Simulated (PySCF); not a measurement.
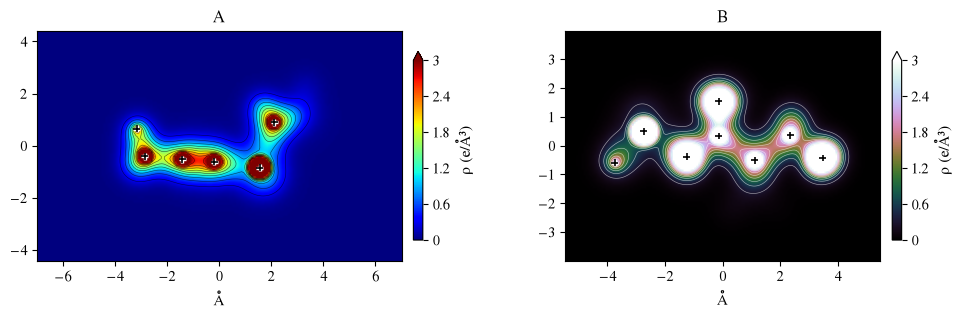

The total electron density of 2 systems, each on a plane through atoms (crosses mark nuclei in the plane).

Method: PySCF 2.14.0, PBE0/pcSseg-1, SCF density, gas phase, non-relativistic.

System 1: C4H8F2O2Si (SMILES O=C(O[SiH3])C(CF)CF), the plane of atoms C2, O3 and Si4. Geometry: PBE0-D3(BJ)/def2-SVP.

```xyz
17

O     1.0336   -0.8507    1.1376
C     0.5500   -0.3209    0.1682
O     1.2665    0.4413   -0.6567
Si    2.9305    0.6738   -0.2691
C    -0.8961   -0.4580   -0.2460
C    -1.6839   -1.2072    0.8141
F    -2.9640   -1.4097    0.3578
C    -1.5142    0.8892   -0.5701
F    -1.4328    1.7017    0.5356
H     3.6422   -0.6304   -0.2964
H     3.3987    1.5516   -1.3724
H     3.0559    1.3552    1.0443
H    -0.9026   -1.0509   -1.1792
H    -1.7230   -0.6169    1.7431
H    -1.2176   -2.1789    1.0343
H    -2.5747    0.7533   -0.8337
H    -0.9799    1.3700   -1.4036
```

System 2: C6H9P, the plane of atoms C2, C1 and H8. Geometry: PBE0-D3(BJ)/def2-SVP.

```yaml
atoms:
  - { symbol: C, position_ang: [3.8922, -0.3270, 0.5690] }
  - { symbol: C, position_ang: [2.4568, -0.5045, 0.6913] }
  - { symbol: C, position_ang: [1.2511, -0.6364, 0.7997] }
  - { symbol: P, position_ang: [-0.4908, -0.9546, 0.8324] }
  - { symbol: C, position_ang: [-1.1374, 0.7207, 0.4655] }
  - { symbol: C, position_ang: [-2.1992, 0.9411, -0.3227] }
  - { symbol: C, position_ang: [-3.0352, -0.0732, -1.0269] }
  - { symbol: H, position_ang: [4.1397, 0.7165, 0.3181] }
  - { symbol: H, position_ang: [4.4015, -0.5725, 1.5142] }
  - { symbol: H, position_ang: [4.3126, -0.9722, -0.2186] }
  - { symbol: H, position_ang: [-0.6421, -0.9057, 2.2546] }
  - { symbol: H, position_ang: [-0.6177, 1.5764, 0.9101] }
  - { symbol: H, position_ang: [-2.4992, 1.9873, -0.4717] }
  - { symbol: H, position_ang: [-3.0785, 0.1430, -2.1069] }
  - { symbol: H, position_ang: [-4.0750, -0.0408, -0.6604] }
  - { symbol: H, position_ang: [-2.6527, -1.0945, -0.8883] }
```

Match each panel to its system.

Answer. Panel A is system 2, C6H9P: the plane holds C, P and H. C–C (1.22 Å): ρ is about 2.6 e/Å³ halfway. Panel B is system 1, C4H8F2O2Si: the plane holds O, C, Si, F and H. C–O (1.21 Å): ρ is about 3.3 e/Å³ halfway.
